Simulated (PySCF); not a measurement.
**BBr3, SMILES `BrB(Br)Br`: what the electrons do**

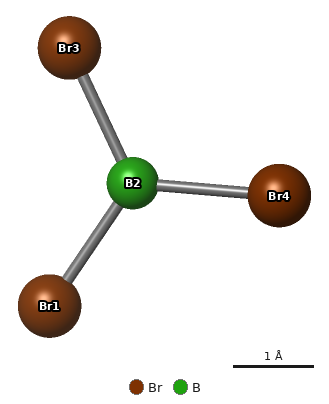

The molecule, with its atoms numbered as below. No frequency check shows the geometry to be a minimum.

Geometry (Å), atoms numbered from 1:

```
Br1      1.8565   -0.2859    0.0000
B2       0.0000    0.0000    0.0000
Br3     -1.1758   -1.4648    0.0000
Br4     -0.6807    1.7507    0.0000
```

## 1. Bonding charge

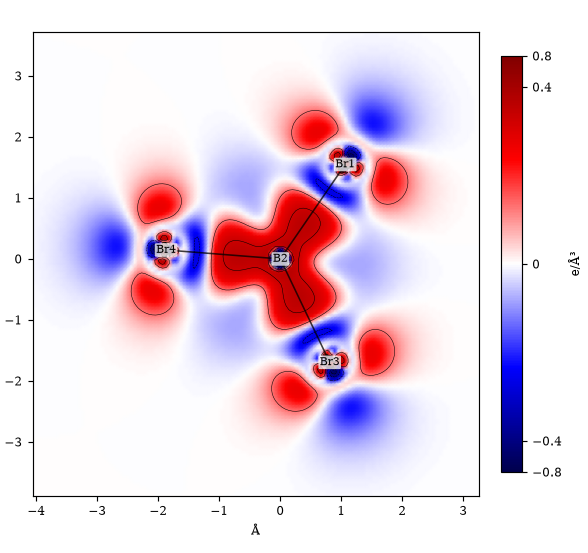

Deformation density (molecule less spherical, spin-averaged free atoms) in the molecular plane; colour scale in e/Å³, logarithmic beyond ±0.1; red: gain, blue: loss.

PySCF calculation, CAM-B3LYP/def2-SVPD, gas phase; geometry: GFN2-xTB.

**Describe the bonding that the map shows.**

Br1–B2, B2–Br3 and B2–Br4: +0.27 e/Å³ at the bond critical point (bond length 1.88 Å). In all, 0.9 electrons gather in the regions of gain relative to the promolecule.

## 2. Bond critical points

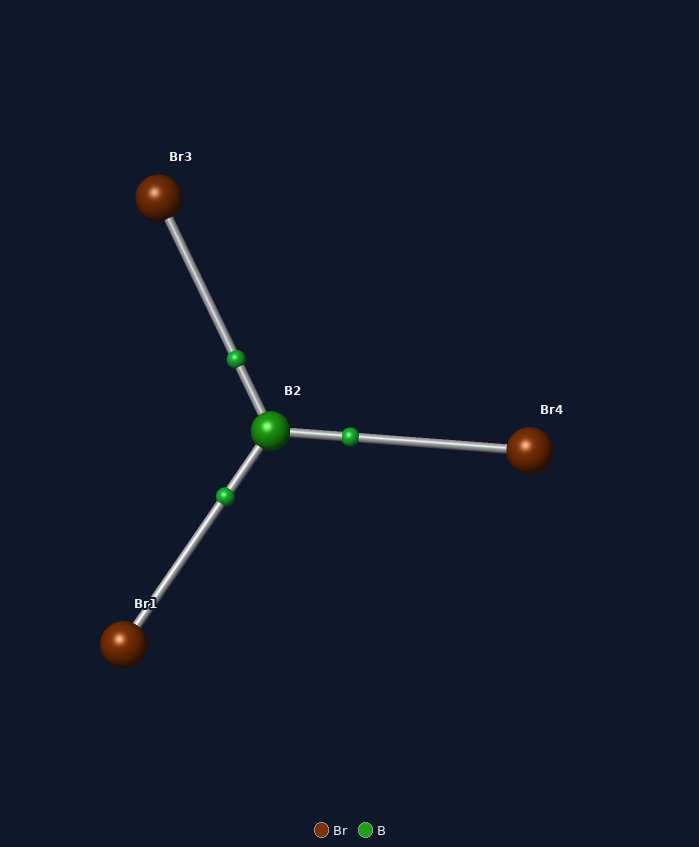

Molecular graph of the electron density (QTAIM): bond paths, bond critical points (green), ring points (magenta, if any); weak paths are dashed.

**How many critical points of each kind are there, and does the count close?**

4 nuclei, 3 bond, 0 ring and 0 cage critical points: 4 − 3 + 0 − 0 = 1, as the Poincaré–Hopf relation requires.

**What does the calculation give at each kind of bond critical point?**

| bond | length (Å) | ρ (a.u.) | ∇²ρ (a.u.) | ε | H (a.u.) |
| --- | --- | --- | --- | --- | --- |
| Br1–B2 (3 alike) | 1.878 | 0.145 | −0.26 | 0.07 | −0.146 |

**What kind of interaction is Br1–B2?**

Shared-shell (covalent): ρ = 0.145, ∇²ρ = −0.26, H = −0.146 a.u.

## 3. Local ionisation energy

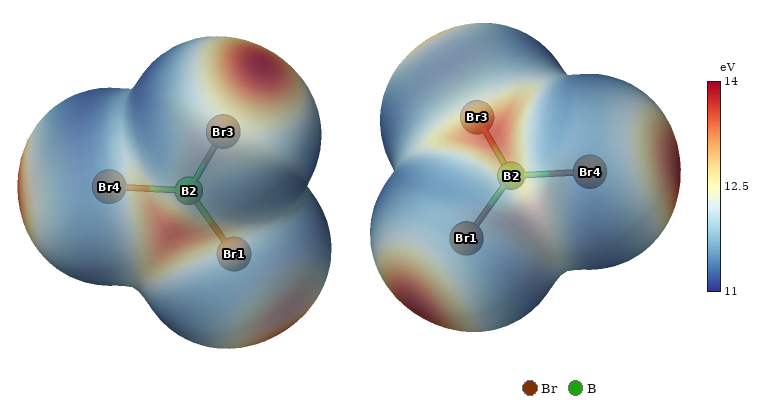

Average local ionisation energy on the surface of electron density 0.001 a.u. (back view left, front view right).

**Locate the minima of the map.**

The lowest value is 11.2 eV, 2.3 Å from Br4, and at like points elsewhere. For comparison, the highest occupied orbital lies at −9.6 eV.

**What volume does the surface enclose, and what is the dipole moment?**

About 129 Å³; the dipole moment is 0.0 D.

## 4. Excited states

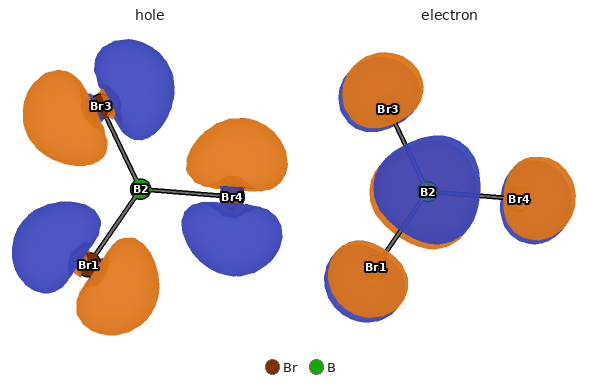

Leading natural transition orbital pair of T₁ (TDA triplet states); the surfaces enclose about 78 % of each orbital's density.

Computed with PySCF, CAM-B3LYP/def2-SVPD, geometry: GFN2-xTB.

**Where does the state lie, and where do hole and electron sit?**

4.71 eV (263 nm), spin-forbidden from the singlet ground state; the leading pair carries 99 %; hole on Br1, Br3 and Br4 (32 % each), electron on B2 (46 %) and Br1, Br3 and Br4 (18 % each); their centroids lie 0.0 Å apart. In canonical orbitals it is mainly HOMO → LUMO (99 %). The HOMO–LUMO gap is 8.55 eV.

## 5. Removing or adding an electron

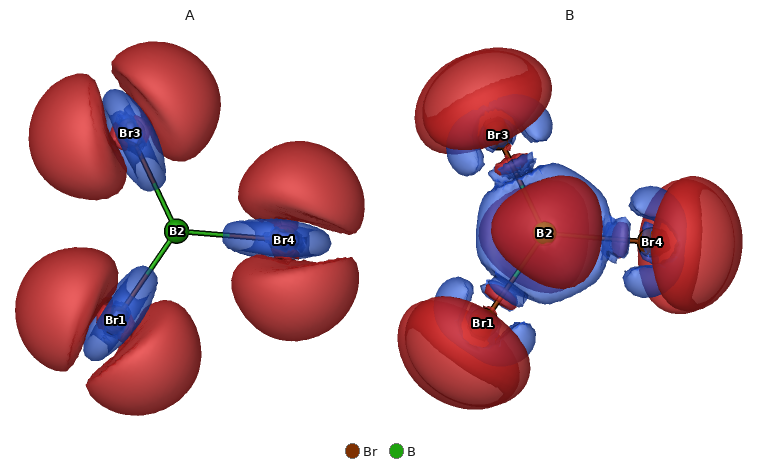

The two Fukui functions at ±0.01 e/Å³ (red positive, blue negative).

Level of theory: PBE0/def2-SVPD (PySCF), at a geometry from GFN2-xTB.

**Which panel is f⁻ (electron removed) and which f⁺ (electron added)?**

A is f⁻, B is f⁺. f⁻ (Hirshfeld-condensed) is largest on Br1, Br3 and Br4 (0.32 each); the vertical ionisation energy is 10.31 eV (the stability of the cation's solution wasn't checked). f⁺ (Hirshfeld-condensed) is largest on Br1, Br3 and Br4 (0.26 each) and B2 (0.23); the vertical electron affinity is 0.48 eV (the stability of the anion's solution wasn't checked; the anion's highest orbital has positive energy, so this value and f⁺ depend on the basis).

**What chemical potential and hardness follow from the two energies?**

μ = −(I + A)/2 = −5.40 eV and η = I − A = 9.83 eV.

## 6. Localised orbitals

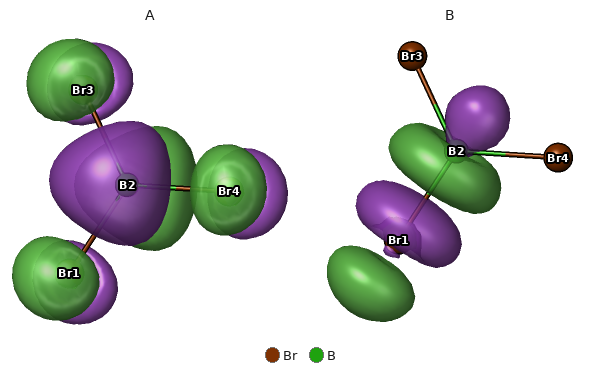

Intrinsic bond orbitals (IBO), occupied and valence-virtual; each surface holds about 80 % of the orbital's density. Energies are diagonal elements of the Fock matrix.

Method: HF/cc-pVDZ; geometry: GFN2-xTB; program: PySCF. This is a single-reference result, which may miss multireference character in this system.

**Identify each orbital.**

By panel:
- A: empty orbital mainly on B2 (B2 77 %, Br1 8 %, Br4 8 %; 2.7 eV)
- B: σ* orbital B2–Br1 (B2 58 %, Br1 39 %; 8.7 eV)
